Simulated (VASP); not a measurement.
# MgO (Periclase): the band gap up a ladder of functionals, part 2 of 2

Aim: compute the gap of MgO (Periclase) from the cheapest level upwards and hold each value against experiment. The start is a cell from a database of measured crystal structures.

VASP 6.6.1, plane waves and PAW; the level of theory is named at each step.

So far, least gap on mesh and path (eV): step 2 (bands, level LDA) 4.64; step 7 (bands, level BLYP) 4.98; step 8 (bands, level TPSS) 4.79; step 10 (bands, level HSE06) 6.42; step 11 (bands, level HSEsol) 6.36.

The database entry behind the starting cell differs from later determinations by our own check (about 0.1 % long), so it need not match the best structure at ambient conditions.

## 12. Bands with B3LYP

This step: B3LYP; plane waves and PAW (Mg, O) (VASP 6.6.1).

B3LYP, with a fifth of exact exchange, was fitted to molecules.

INCAR reads:

```
SYSTEM = MgO
PREC = Accurate
ENCUT = 520
EDIFF = 1E-06
NELM = 100
ISMEAR = 0
SIGMA = 0.02
LREAL = .FALSE.
ALGO = Normal
LHFCALC = .TRUE.
AEXX = 0.2
GGA = B3
AGGAX = 0.72
AGGAC = 0.81
ALDAC = 0.19
LASPH = .TRUE.
NBANDS = 10
PRECFOCK = Fast
HFRCUT = -1
LORBIT = 11
LWAVE = .FALSE.
LCHARG = .FALSE.
KPAR = 4
```

POSCAR reads:

```
MgO
1.0
    0.0000000000      2.1085000000      2.1085000000
    2.1085000000      0.0000000000      2.1085000000
    2.1085000000      2.1085000000      0.0000000000
Mg O
1 1
Direct
    0.0000000000      0.0000000000      0.0000000000
    0.5000000000      0.5000000000      0.5000000000
```

KPOINTS reads:

```
Automatic mesh
0
Gamma
6 6 6
0 0 0
```

KPOINTS_OPT reads:

```
Line mode
6
Line-mode
Reciprocal
  0.00000000   0.00000000   0.00000000 GAMMA
  0.50000000   0.00000000   0.50000000 X

  0.50000000   0.00000000   0.50000000 X
  0.50000000   0.25000000   0.75000000 W

  0.50000000   0.25000000   0.75000000 W
  0.37500000   0.37500000   0.75000000 K

  0.37500000   0.37500000   0.75000000 K
  0.00000000   0.00000000   0.00000000 GAMMA

  0.00000000   0.00000000   0.00000000 GAMMA
  0.50000000   0.50000000   0.50000000 L

  0.50000000   0.50000000   0.50000000 L
  0.62500000   0.25000000   0.62500000 U

  0.62500000   0.25000000   0.62500000 U
  0.50000000   0.25000000   0.75000000 W

  0.50000000   0.25000000   0.75000000 W
  0.50000000   0.50000000   0.50000000 L

  0.50000000   0.50000000   0.50000000 L
  0.37500000   0.37500000   0.75000000 K

  0.62500000   0.25000000   0.62500000 U
  0.50000000   0.00000000   0.50000000 X
```

Potentials, in the order of the species: Mg and O (PBE family, release 64).

Run with:

```console
> mpirun -np 4 vasp_std
```

The job ended after 4.8 min (4 MPI ranks of AMD EPYC 7R43, shared host; peak memory 0.5 GiB).

The electronic bands at the labelled points (eV, zero at the valence-band top; v1 is the highest filled band, c1 the lowest empty one):

```tsv
point	v3	v2	v1	c1	c2
Γ	0.00	0.00	0.00	6.94	18.14
X	-4.23	-1.43	-1.43	11.47	12.12
W	-3.06	-3.06	-1.85	14.14	14.14
K	-3.61	-2.81	-1.21	12.44	14.04
Γ	0.00	0.00	0.00	6.94	18.14
L	-4.78	-0.69	-0.69	10.23	15.17
U	-3.61	-2.81	-1.21	12.44	14.04
W	-3.06	-3.06	-1.85	14.14	14.14
L	-4.78	-0.69	-0.69	10.23	15.17
K	-3.61	-2.81	-1.21	12.44	14.04
jump to U	-3.61	-2.81	-1.21	12.44	14.04
X	-4.23	-1.43	-1.43	11.47	12.12
```

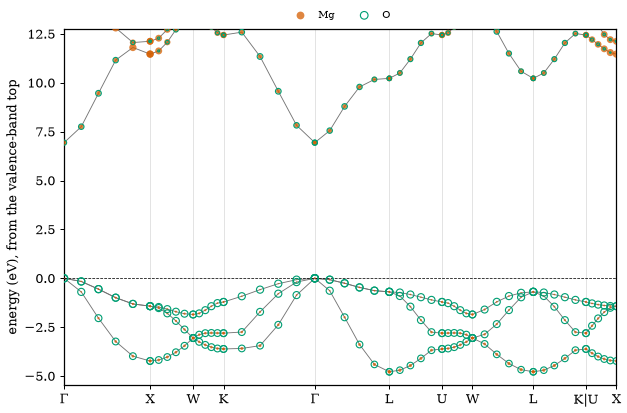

Electronic bands along the path; dots are coloured as in the legend, and their area grows with the weight.

The gap is 6.94 eV, direct at Γ. Against LDA that is +2.29 eV; this run took 18 times the core time, on fewer points of the path. The gap lies -0.89 eV from the measured 7.83 eV.

## 13. Dielectric constant for the exchange share

This step: PBE; plane waves and PAW (Mg, O) (VASP 6.6.1).

The share of exact exchange of the next level is the inverse of the dielectric constant, which this PBE response run supplies.

INCAR reads:

```
SYSTEM = MgO
PREC = Accurate
ENCUT = 520
EDIFF = 1E-08
NELM = 100
ISMEAR = 0
SIGMA = 0.01
LREAL = .FALSE.
ALGO = Normal
GGA = PE
NBANDS = 10
LORBIT = 11
LWAVE = .FALSE.
LCHARG = .FALSE.
KPAR = 4
LEPSILON = .TRUE.
```

POSCAR is that of step 12.

KPOINTS reads:

```
Automatic mesh
0
Gamma
10 10 10
0 0 0
```

Run with:

```console
> mpirun -np 4 vasp_std
```

Elapsed: 58 s, on 4 MPI ranks; peak memory 0.57 GiB.

Energies printed during the response cycles are not total energies of the cell. At this level the cell is under a pressure of 3.4 GPa, so at these settings it is away from equilibrium.

This step gave:

```yaml
irreducible_k_points: 47
fermi_energy: 3.272 eV
pressure: 3.370 GPa
gap_on_the_k_mesh: 4.692 eV
least_direct_gap_on_the_k_mesh: 4.692 eV
```

Electronic dielectric tensor with local fields:

```
3.13 0.00 0.00
0.00 3.13 0.00
0.00 0.00 3.13
```

Born effective charge (e), principal values of the symmetric part by kind of site:

```tsv
atom	atoms with these values	low	middle	high	mean
Mg1	1	1.97	1.97	1.97	1.97
O2	1	-1.97	-1.97	-1.97	-1.97
```

In full for O2:

```
-1.97  0.00  0.00
 0.00 -1.97  0.00
 0.00  0.00 -1.97
```

The Born charges sum to zero; the printed set may have that rule imposed, so this is no test. The mean Born charge of O, -1.97 e, lies near its nominal -2, though a dynamic charge doesn't by itself measure how ionic a bond is.

## 14. Bands with PBE-EpsX, ε∞ used 3.134

This step: PBE-EpsX, exact-exchange share 1/3.134; plane waves and PAW (Mg, O) (VASP 6.6.1).

Here the share of exact exchange is set to the inverse of the computed dielectric constant, since screening weakens exchange.

INCAR reads:

```
SYSTEM = MgO
PREC = Accurate
ENCUT = 520
EDIFF = 1E-06
NELM = 100
ISMEAR = 0
SIGMA = 0.02
LREAL = .FALSE.
ALGO = Normal
LHFCALC = .TRUE.
AEXX = 0.319
GGA = PE
LASPH = .TRUE.
NBANDS = 10
PRECFOCK = Fast
HFRCUT = -1
LORBIT = 11
LWAVE = .FALSE.
LCHARG = .FALSE.
KPAR = 4
```

POSCAR is that of step 13.

KPOINTS reads:

```
Automatic mesh
0
Gamma
6 6 6
0 0 0
```

KPOINTS_OPT is that of step 12.

Run with:

```console
> mpirun -np 4 vasp_std
```

Elapsed: 5.3 min, on 4 MPI ranks; peak memory 0.49 GiB; 21 min of CPU time.

The electronic bands at the labelled points (eV, zero at the valence-band top; v1 is the highest filled band, c1 the lowest empty one):

```tsv
point	v3	v2	v1	c1	c2
Γ	0.00	0.00	0.00	7.84	19.28
X	-4.48	-1.51	-1.51	12.30	13.33
W	-3.24	-3.24	-1.94	15.18	15.18
K	-3.83	-2.96	-1.28	13.39	15.31
Γ	0.00	0.00	0.00	7.84	19.28
L	-5.03	-0.73	-0.73	11.11	16.44
U	-3.83	-2.96	-1.28	13.39	15.31
W	-3.24	-3.24	-1.94	15.18	15.18
L	-5.03	-0.73	-0.73	11.11	16.44
K	-3.83	-2.96	-1.28	13.39	15.31
jump to U	-3.83	-2.96	-1.28	13.39	15.31
X	-4.48	-1.51	-1.51	12.30	13.33
```

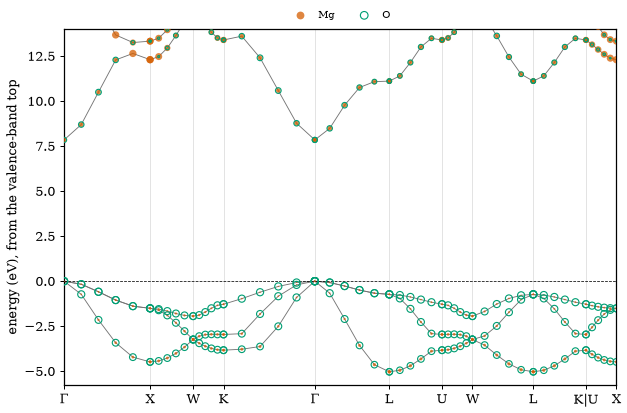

Electronic bands along the path; dots are coloured as in the legend, and their area grows with the weight.

The gap is 7.84 eV, direct at Γ. Against LDA that is +3.20 eV; this run took 20 times the core time, on fewer points of the path. The gap lies +0.01 eV from the measured 7.83 eV.

## 15. Bands with r2SCANh

This step: r2SCANh; plane waves and PAW (Mg, O) (VASP 6.6.1).

r2SCANh replaces a tenth of the r2SCAN exchange by exact exchange.

INCAR, as its differences from that of step 14:

```diff
@@ -10,4 +10,4 @@
 LHFCALC = .TRUE.
-AEXX = 0.319
-GGA = PE
+AEXX = 0.1
+METAGGA = R2SCAN
 LASPH = .TRUE.
```

POSCAR is that of step 14.

KPOINTS is that of step 14.

KPOINTS_OPT is that of step 14.

Run with:

```console
> mpirun -np 4 vasp_std
```

It took 4.8 min on 4 MPI ranks; peak memory 0.51 GiB.

Electronic bands along the path, in eV, zero at the valence-band top; v1 is the highest filled band, c1 the lowest empty one:

```tsv
point	v3	v2	v1	c1	c2
Γ	0.00	0.00	0.00	6.43	17.76
X	-4.21	-1.42	-1.42	10.90	11.93
W	-3.05	-3.05	-1.82	13.64	13.64
K	-3.60	-2.78	-1.20	11.94	13.84
Γ	0.00	0.00	0.00	6.43	17.76
L	-4.73	-0.69	-0.69	9.66	14.81
U	-3.60	-2.78	-1.20	11.94	13.84
W	-3.05	-3.05	-1.82	13.64	13.64
L	-4.73	-0.69	-0.69	9.66	14.81
K	-3.60	-2.78	-1.20	11.94	13.84
jump to U	-3.60	-2.78	-1.20	11.94	13.84
X	-4.21	-1.42	-1.42	10.90	11.93
```

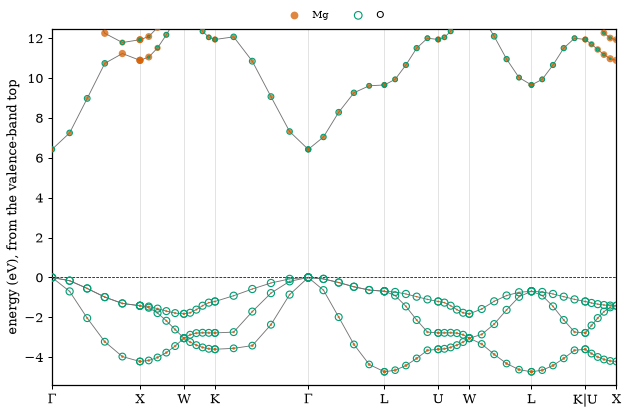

Electronic bands along the path; dots are coloured as in the legend, and their area grows with the weight.

The gap is 6.43 eV, direct at Γ. Against LDA that is +1.78 eV; this run took 18 times the core time, on fewer points of the path. The gap lies -1.40 eV from the measured 7.83 eV.

## 16. The ladder as a table

This step: ladder of functionals on one cell; plane waves and PAW (VASP 6.6.1).

This step runs nothing: it gathers the runs above.

A gap of 0 means none; cost is the wall time of each run, as given at its step, times its ranks, without the set-up around it. Results by level, by row:

```tsv
level	gap (eV)	least direct gap (eV)	pressure (GPa)	cost (core minutes)
LDA	4.643	4.643	-6.42	1.04
PBEsol	4.6	4.6	-0.84	1.01
PBE	4.692	4.692	3.35	0.933
r2SCAN	5.568	5.568	-2.62	4.27
TB-mBJ	6.731	6.731	-	2.93
BLYP	4.98	4.98	5.81	1.25
TPSS	4.787	4.787	1.4	4.6
HSE06	6.423	6.424	-	26
HSEsol	6.357	6.358	-	23.6
B3LYP	6.937	6.938	-	19.1
PBE-EpsX	7.843	7.843	-	21
r2SCANh	6.428	6.428	-	19.2
```

## 17. Results

| Property | Result |
| --- | --- |
| gap, LDA | 4.64 eV |
| gap, PBEsol | 4.6 eV |
| gap, PBE | 4.69 eV |
| gap, r2SCAN | 5.57 eV |
| gap, TB-mBJ | 6.73 eV |
| gap, BLYP | 4.98 eV |
| gap, TPSS | 4.79 eV |
| gap, HSE06 | 6.42 eV |
| gap, HSEsol | 6.36 eV |
| gap, B3LYP | 6.94 eV |
| gap, PBE-EpsX | 7.84 eV |
| gap, r2SCANh | 6.43 eV |

What this shows: For MgO (Periclase) the functional decides between a gap of 4.6 eV (PBEsol) and 7.84 eV (PBE-EpsX), while across these levels the cost spans a factor of 28. The cheapest level whose gap lies within 0.55 eV of experiment (a bound picked here) is PBE-EpsX, at 21 core minutes. In most such crystals zero-point and thermal motion narrow the gap, so the static value to match lies above the measured one, and levels a little over it fare better than the table shows. HSE06 moves the gap by +1.73 eV from PBE, at about 28 times the core time, though on fewer points of the path. On r2SCAN the gap grows with the share of exact exchange: 5.57 eV at none, 6.43 eV at 0.10. TB-mBJ lands +0.31 eV from HSE06 at 11 % of its cost. All levels use one geometry and one mesh, kept coarse to afford the hybrids, so no gap here is fully converged. Costs come from a shared host, and the hybrids use PRECFOCK = Fast. These are single-particle gaps of a static lattice, without excitons or temperature.

Computed beside measured:

```
                 quantity  measured           PBEsol              PBE           r2SCAN           TB-mBJ            HSE06            B3LYP         PBE-EpsX
band gap (least gap) (eV)      7.83  4.60 (-3.23 eV)  4.69 (-3.14 eV)  5.57 (-2.26 eV)  6.73 (-1.10 eV)  6.42 (-1.41 eV)  6.94 (-0.89 eV)  7.84 (+0.01 eV)
```

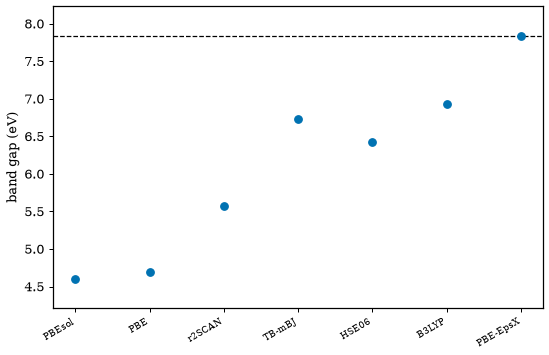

The band gap by level; the dashed line is the measured value.

Measured values from arxiv:0908.1581 (2009).

Verdict: For the band gap, of the levels listed nearest comes PBE-EpsX (+0.01 eV, good agreement) and farthest PBEsol (-3.23 eV, a clear miss). Zero-point and thermal motion shift the measured gap. No cell relaxation is part of this session.

[Lines on the potential files, build, host, timing and source positions are cut from VASP's logs without a mark.]

[Logs are printed without paths, hosts, clocks, repeated set-up lines and the standing remarks that a program may print on its own settings, such as how far it seeks lower states.]

[Hosts, paths, dates, database ids (printed as entryN), source tags and the programs' standing remarks are cut or masked in the printed files.]

[Measured values are set beside computed ones only where the two were judged alike; some that the calculation misses by far are left out.]
